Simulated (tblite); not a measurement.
Geometry relaxation, with input and output: As₃H₃ (charge −1) (part 2 of 2)

As₃H₃ (cyclo-(AsH)3), charge −1, multiplicity 2; GFN1-xTB, R-SCC (tblite 0.8.0). The run did not end well. The geometry comes from this level: GFN2-xTB. The settings of this run were made unusual or wrong on purpose.

Geometry of the input (Å):
```
As -0.2513  1.3868  0.1510
As 0.8965  -0.3690  -0.9788
As -1.0895  -0.8794  0.2314
H  0.6325  1.2635  1.3899
H  0.1191  -0.1272  -2.2757
H  -0.3074  -1.2748  1.4822
```

**Trajectory as extended XYZ, continued**
```
6
Properties=species:S:1:pos:R:3:forces:R:3 step=16 energy=-240.41825
As   -0.2446    1.4942    0.1652   -0.0451   0.0950  -0.0062
As    0.9194   -0.3730   -0.9901   -0.0807  -0.0031  -0.1853
As   -1.1583   -0.9650    0.2563   -0.0473  -0.0288  -0.0112
H     0.6894    1.3827    1.4143    0.0464   0.0267  -0.0077
H     0.1363   -0.1373   -2.3623    0.1159  -0.0310   0.2121
H    -0.3422   -1.4016    1.5166    0.0107  -0.0588  -0.0017
6
Properties=species:S:1:pos:R:3:forces:R:3 step=17 energy=-240.42181
As   -0.2449    1.5034    0.1635   -0.0306   0.0587  -0.0063
As    0.9171   -0.3692   -0.9766   -0.1632   0.0067  -0.1853
As   -1.1679   -0.9730    0.2574    0.0160   0.0005  -0.0305
H     0.7071    1.4148    1.4034    0.0307   0.0121  -0.0106
H     0.1385   -0.1380   -2.3557    0.1377  -0.0354   0.2312
H    -0.3499   -1.4380    1.5079    0.0093  -0.0426   0.0016
6
Properties=species:S:1:pos:R:3:forces:R:3 step=18 energy=-240.42669
As   -0.2452    1.5179    0.1610    0.0081   0.0349  -0.0028
As    0.9099   -0.3630   -0.9589   -0.2540   0.0104  -0.1136
As   -1.1817   -0.9852    0.2586    0.1039   0.0103  -0.0547
H     0.7345    1.4646    1.3872    0.0051  -0.0080  -0.0300
H     0.1445   -0.1398   -2.3433    0.1327  -0.0302   0.2109
H    -0.3620   -1.4945    1.4954    0.0042  -0.0174  -0.0098
6
Properties=species:S:1:pos:R:3:forces:R:3 step=19 energy=-240.43238
As   -0.2446    1.5383    0.1573    0.0636   0.0502   0.0198
As    0.8940   -0.3531   -0.9344   -0.3016  -0.0139   0.0203
As   -1.1990   -1.0025    0.2596    0.1971  -0.0140  -0.0662
H     0.7743    1.5375    1.3636   -0.0344  -0.0301  -0.0724
H     0.1554   -0.1430   -2.3237    0.0872  -0.0107   0.1431
H    -0.3800   -1.5772    1.4775   -0.0119   0.0184  -0.0447
6
Properties=species:S:1:pos:R:3:forces:R:3 step=20 energy=-240.45535
As   -0.2385    1.6093    0.1443    0.3529   0.2789   0.2232
As    0.8246   -0.3157   -0.8374   -0.3627  -0.1539   0.4797
As   -1.2536   -1.0643    0.2613    0.4927  -0.2819   0.0363
H     0.9186    1.8054    1.2718   -0.2506  -0.0766  -0.3298
H     0.1964   -0.1540   -2.2479   -0.0711   0.0539  -0.1241
H    -0.4476   -1.8807    1.4079   -0.1613   0.1796  -0.2853
6
Properties=species:S:1:pos:R:3:forces:R:3 step=21 energy=-240.45820
As   -0.2368    1.6220    0.1422    0.4014   0.3141   0.2770
As    0.8119   -0.3090   -0.8189   -0.3586  -0.1847   0.5288
As   -1.2626   -1.0756    0.2617    0.5485  -0.3218   0.0741
H     0.9441    1.8535    1.2548   -0.3045  -0.0908  -0.3830
H     0.2034   -0.1558   -2.2348   -0.0882   0.0597  -0.1582
H    -0.4600   -1.9349    1.3949   -0.1986   0.2235  -0.3386
6
Properties=species:S:1:pos:R:3:forces:R:3 step=22 energy=-240.46492
As   -0.2276    1.6596    0.1381    0.4707   0.4434   0.4253
As    0.7676   -0.2899   -0.7566   -0.1878  -0.2937   0.5907
As   -1.2829   -1.1105    0.2631    0.5668  -0.4258   0.2060
H     1.0178    1.9973    1.1965   -0.4471  -0.1564  -0.5028
H     0.2242   -0.1604   -2.1907   -0.1341   0.0731  -0.2583
H    -0.4992   -2.0960    1.3495   -0.2685   0.3595  -0.4610
6
Properties=species:S:1:pos:R:3:forces:R:3 step=23 energy=-240.51288
As   -0.2175    1.6632    0.1432    0.2754   0.5479   0.3406
As    0.7489   -0.2922   -0.7350    0.1361  -0.2976   0.4954
As   -1.2656   -1.1151    0.2625    0.2110  -0.4395   0.2022
H     1.0151    2.0030    1.1734   -0.2955  -0.1276  -0.3725
H     0.2249   -0.1583   -2.1730   -0.1607   0.0566  -0.3055
H    -0.5058   -2.1006    1.3290   -0.1663   0.2602  -0.3601
6
Properties=species:S:1:pos:R:3:forces:R:3 step=24 energy=-240.54729
As   -0.2058    1.6845    0.1497    0.1134   0.4950   0.2229
As    0.7281   -0.2963   -0.6832    0.3917  -0.1675   0.2729
As   -1.2543   -1.1326    0.2627   -0.1831  -0.4023   0.2150
H     1.0290    2.0400    1.1209   -0.1410  -0.0697  -0.1956
H     0.2241   -0.1543   -2.1322   -0.1195   0.0151  -0.3105
H    -0.5210   -2.1413    1.2820   -0.0616   0.1294  -0.2047
6
Properties=species:S:1:pos:R:3:forces:R:3 step=25 energy=-240.58139
As   -0.1965    1.7170    0.1559    0.0418   0.3046   0.1236
As    0.7167   -0.2994   -0.6278    0.3504   0.0168   0.0573
As   -1.2575   -1.1586    0.2661   -0.3207  -0.3096   0.2035
H     1.0532    2.0936    1.0669   -0.0413  -0.0294  -0.0685
H     0.2233   -0.1512   -2.0951   -0.0223  -0.0368  -0.2163
H    -0.5391   -2.2014    1.2341   -0.0080   0.0546  -0.0995
6
Properties=species:S:1:pos:R:3:forces:R:3 step=26 energy=-240.59520
As   -0.1895    1.7488    0.1615    0.0521   0.0885   0.0675
As    0.7118   -0.2992   -0.5898    0.1425   0.1455  -0.0464
As   -1.2692   -1.1852    0.2722   -0.2332  -0.1901   0.1609
H     1.0767    2.1442    1.0307   -0.0189  -0.0214  -0.0258
H     0.2254   -0.1511   -2.0772    0.0532  -0.0656  -0.0930
H    -0.5552   -2.2575    1.2026    0.0044   0.0430  -0.0632
6
Properties=species:S:1:pos:R:3:forces:R:3 step=27 energy=-240.59956
As   -0.1854    1.7640    0.1658    0.0402  -0.0390   0.0101
As    0.7123   -0.2976   -0.5819   -0.0290   0.1824  -0.0398
As   -1.2765   -1.1995    0.2777   -0.1265  -0.0792   0.0811
H     1.0830    2.1603    1.0231    0.0142  -0.0195  -0.0032
H     0.2279   -0.1528   -2.0808    0.0738  -0.0677  -0.0100
H    -0.5613   -2.2744    1.1960    0.0272   0.0229  -0.0382
6
Properties=species:S:1:pos:R:3:forces:R:3 step=28 energy=-240.60066
As   -0.1808    1.7770    0.1679    0.0435  -0.0404   0.0339
As    0.7036   -0.2913   -0.5714   -0.0370   0.1397  -0.0199
As   -1.2841   -1.2133    0.2820   -0.0700  -0.0550   0.0799
H     1.0975    2.1912    1.0132   -0.0231  -0.0565  -0.0422
H     0.2346   -0.1558   -2.0801    0.0642  -0.0578   0.0222
H    -0.5707   -2.3078    1.1883    0.0224   0.0698  -0.0740
6
Properties=species:S:1:pos:R:3:forces:R:3 step=29 energy=-240.60135
As   -0.1801    1.7744    0.1697   -0.0063  -0.0648  -0.0158
As    0.7072   -0.2899   -0.5809   -0.0985   0.1136   0.0244
As   -1.2844   -1.2130    0.2844   -0.0355   0.0186   0.0031
H     1.0891    2.1756    1.0214    0.0338  -0.0384  -0.0095
H     0.2348   -0.1573   -2.0891    0.0536  -0.0478   0.0309
H    -0.5667   -2.2897    1.1945    0.0529   0.0188  -0.0331
6
Properties=species:S:1:pos:R:3:forces:R:3 step=30 energy=-240.60215
As   -0.1802    1.7732    0.1695   -0.0125  -0.0481  -0.0112
As    0.7068   -0.2888   -0.5813   -0.0876   0.0946   0.0320
As   -1.2848   -1.2125    0.2845   -0.0362   0.0195   0.0008
H     1.0888    2.1740    1.0214    0.0338  -0.0374  -0.0097
H     0.2352   -0.1577   -2.0883    0.0491  -0.0440   0.0179
H    -0.5658   -2.2882    1.1942    0.0534   0.0154  -0.0298
```

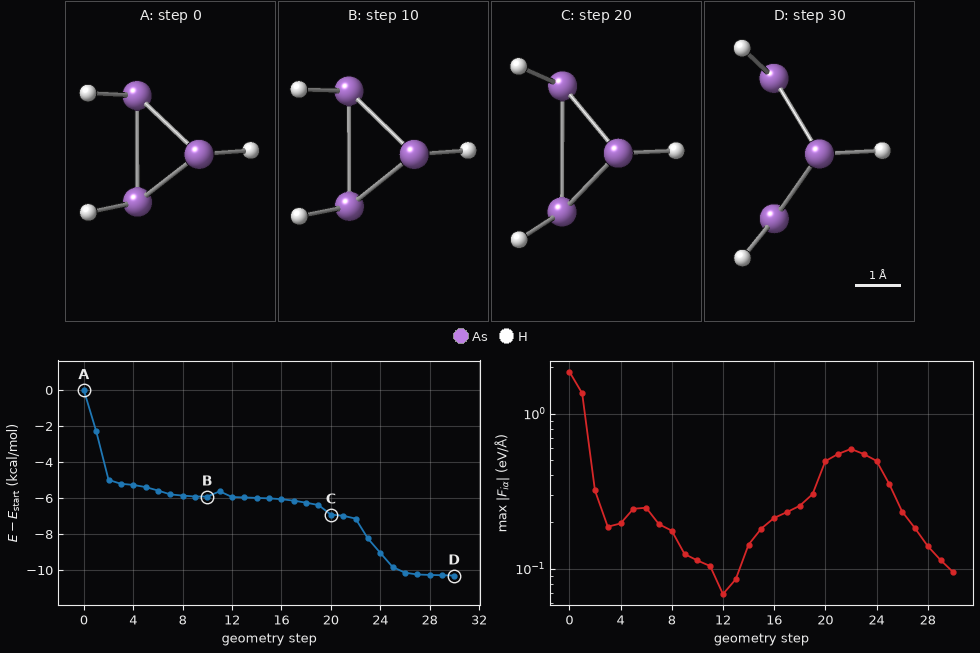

Figure 1. Frames of the relaxation (ball-and-stick view, seen at a tilt) above the curves, on which the letters mark them (steps are counted from 0).

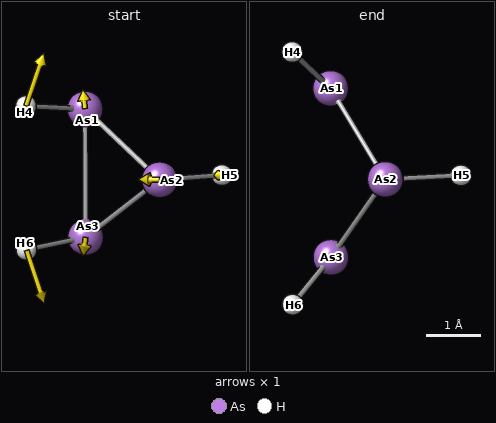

Figure 2. Before (left) and after (right) the relaxation, at one scale (ball-and-stick view, seen at a tilt). The yellow arrows give the displacements, at true length. The relaxation stopped without meeting its thresholds, so the last structure isn't shown to be converged. The largest moves after the best rigid fit, 1.09 Å, are those of H4 and H6. By element the largest moves are H 1.09 Å, As 0.45 Å. Among the contacts that change: As1–As3 2.418 → 3.185 Å, As1–H4 1.527 → 1.580 Å, As2–As3 2.381 → 2.360 Å, As1–As2 2.383 → 2.367 Å. Bonds break: As1–As3 (2.42 → 3.19 Å). Among the angles that change: As1–As2–As3 61.0° → 84.7°, As1–As2–H5 92.3° → 96.8°, As2–As1–H4 92.7° → 95.2°. After 30 geometry steps the energy has fallen by 10.3 kcal/mol. The largest force component goes from 1.9 to 0.095 eV/Å. (Atoms are counted from 1 in the order of the input.)

**Outcome**

| quantity | value |
| --- | --- |
| outcome | not converged |
| total energy | −8.841969 hartree |
| basis functions | 33 |
| largest force | 0.133 eV/Å |
| wall time | 0.56 s |
| peak memory | 0.11 GiB |

**Diagnosis**

Some settings of this run were drawn to be unusual or wrong. The run did not converge. Its last values are not results.
